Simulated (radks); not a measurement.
System: a free Rb atom, configuration [Kr] 5s1 (high spin). The calculation used the in-house radial solver radks at this level: non-relativistic Kohn-Sham, r2SCAN, spin-polarised, spherical densities, point nucleus.

```
Z 37
configuration [Kr] 5s1
relativity non-relativistic
functional r2scan,r2scan
spin polarised
nucleus point
```

Wanted: the number of electrons inside radius r (solid) and the radial density 4πr²ρ (dashed).

The count levels off at 37 electrons. Half of them lie within 0.469 bohr, 90 % within 1.84 bohr and 99 % within 5.70 bohr. The radial density has minima at 0.0596 and 0.266 bohr, where the count stands at 2.1 and 11.1; these part the shells that the density resolves.

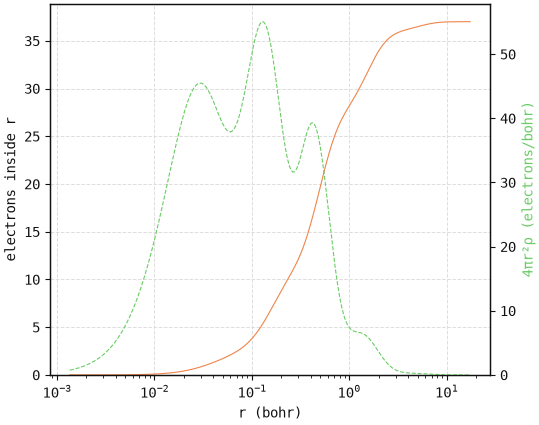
